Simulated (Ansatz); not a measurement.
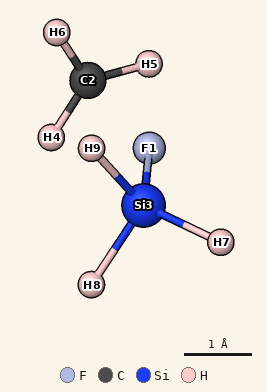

Starting structure of CH6FSi (multiplicity 2) (started from a transition state, displaced along its imaginary mode). The picture is a ball-and-stick view, seen from a free direction.

Level of theory: UKS PBE0-D4/def2-TZVP in Ansatz.

Input
```yaml
crystal:
  periodic: [false, false, false]
  atoms:
    - {symbol: F, position_ang: [0.306038, -0.359343, -0.184897]}
    - {symbol: C, position_ang: [-0.674660, 0.726378, -1.707637]}
    - {symbol: Si, position_ang: [0.599269, -0.649612, 1.372451]}
    - {symbol: H, position_ang: [-1.654227, 0.495588, -1.340810]}
    - {symbol: H, position_ang: [-0.262721, 0.146336, -2.509158]}
    - {symbol: H, position_ang: [-0.215272, 1.656811, -1.441228]}
    - {symbol: H, position_ang: [1.539315, -1.717797, 1.994942]}
    - {symbol: H, position_ang: [-0.739997, -0.945473, 1.932755]}
    - {symbol: H, position_ang: [1.102155, 0.647115, 1.883580]}
basis:
  gaussian: {orbitals: def2-TZVP}
magnetization: {spin_polarized: true, initial_magnetization: 1}
hamiltonian: {xc: pbe0, dispersion: d4}
relax: {f_tol: 0.005, max_steps: 200}
```

> Predict the outcome.

After 26 accepted moves (32 points after the start) the energy has fallen by 0.936 eV. Largest force component: 1.6 eV/Å at the start, 0.00032 eV/Å at the end. The line search rejected the trial steps at points 7, 10, 22, 23, 26, 27 of the run. The forces were under the threshold at step 25, but the run went on from there. The atom that moves furthest after the best rigid fit is F1 (1.37 Å). Largest moves by element: F 1.37 Å, H 0.67 Å, C 0.33 Å, Si 0.16 Å. Near-neighbour distances that change, for instance: Si3–H7 1.553 → 1.483 Å, C2–H4 1.071 → 1.080 Å, F1–Si3 1.611 → 1.602 Å. Among the angles between lasting bonds that change: F1–Si3–H7 128.4° → 107.5°, H7–Si3–H8 105.0° → 110.3°, F1–Si3–H8 103.7° → 108.8°. The run took about 4 core-minutes on a shared host.

Step by step:

```json
{"step": "0", "E − E(0), eV": "0.0000", "largest force component, eV/Å": "1.5910", "note": ""}
{"step": "1", "E − E(0), eV": "-0.6402", "largest force component, eV/Å": "1.0330", "note": ""}
{"step": "2", "E − E(0), eV": "-0.7633", "largest force component, eV/Å": "0.7307", "note": ""}
{"step": "3", "E − E(0), eV": "-0.8475", "largest force component, eV/Å": "0.6033", "note": ""}
{"step": "4", "E − E(0), eV": "-0.8544", "largest force component, eV/Å": "1.4040", "note": ""}
{"step": "5", "E − E(0), eV": "-0.8917", "largest force component, eV/Å": "0.0444", "note": ""}
{"step": "6", "E − E(0), eV": "-0.8997", "largest force component, eV/Å": "0.0591", "note": ""}
{"step": "7", "E − E(0), eV": "-0.8775", "largest force component, eV/Å": "0.7354", "note": "rejected"}
{"step": "8", "E − E(0), eV": "-0.9059", "largest force component, eV/Å": "0.0415", "note": ""}
{"step": "9", "E − E(0), eV": "-0.9115", "largest force component, eV/Å": "0.0787", "note": ""}
{"step": "10", "E − E(0), eV": "-0.9015", "largest force component, eV/Å": "0.3878", "note": "rejected"}
{"step": "11", "E − E(0), eV": "-0.9163", "largest force component, eV/Å": "0.0709", "note": ""}
{"step": "12", "E − E(0), eV": "-0.9206", "largest force component, eV/Å": "0.0803", "note": ""}
{"step": "13", "E − E(0), eV": "-0.9246", "largest force component, eV/Å": "0.1434", "note": ""}
{"step": "15", "E − E(0), eV": "-0.9294", "largest force component, eV/Å": "0.1854", "note": ""}
{"step": "16", "E − E(0), eV": "-0.9331", "largest force component, eV/Å": "0.0138", "note": ""}
{"step": "17", "E − E(0), eV": "-0.9344", "largest force component, eV/Å": "0.0593", "note": ""}
{"step": "18", "E − E(0), eV": "-0.9349", "largest force component, eV/Å": "0.0310", "note": ""}
{"step": "19", "E − E(0), eV": "-0.9355", "largest force component, eV/Å": "0.0822", "note": ""}
{"step": "20", "E − E(0), eV": "-0.9358", "largest force component, eV/Å": "0.0374", "note": ""}
{"step": "22", "E − E(0), eV": "-0.9091", "largest force component, eV/Å": "0.7722", "note": "rejected"}
{"step": "23", "E − E(0), eV": "-0.9361", "largest force component, eV/Å": "0.0261", "note": "rejected"}
{"step": "24", "E − E(0), eV": "-0.9361", "largest force component, eV/Å": "0.0169", "note": ""}
{"step": "25", "E − E(0), eV": "-0.9362", "largest force component, eV/Å": "0.0019", "note": ""}
{"step": "26", "E − E(0), eV": "-0.9362", "largest force component, eV/Å": "0.0329", "note": "rejected"}
{"step": "27", "E − E(0), eV": "-0.9362", "largest force component, eV/Å": "0.0138", "note": "rejected"}
{"step": "29", "E − E(0), eV": "-0.9363", "largest force component, eV/Å": "0.0096", "note": ""}
{"step": "30", "E − E(0), eV": "-0.9363", "largest force component, eV/Å": "0.0084", "note": ""}
{"step": "31", "E − E(0), eV": "-0.9363", "largest force component, eV/Å": "0.0083", "note": ""}
{"step": "32", "E − E(0), eV": "-0.9363", "largest force component, eV/Å": "0.0003", "note": ""}
```

Final geometry:

```xyz
9

F     1.1872   -1.4090   -0.1086
C    -0.8343    0.9222   -1.4941
Si    0.6524   -0.7182    1.2342
H    -1.8792    0.7305   -1.2972
H    -0.2001    0.1310   -1.8669
H    -0.4362    1.9178   -1.3625
H     1.2859   -1.4175    2.3786
H    -0.8199   -0.8666    1.2926
H     1.0442    0.7099    1.2240
```

After the run, drawn alike:

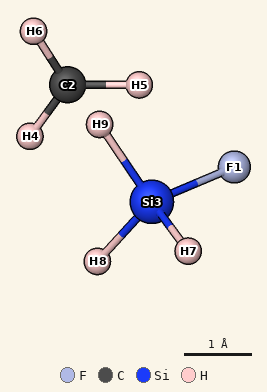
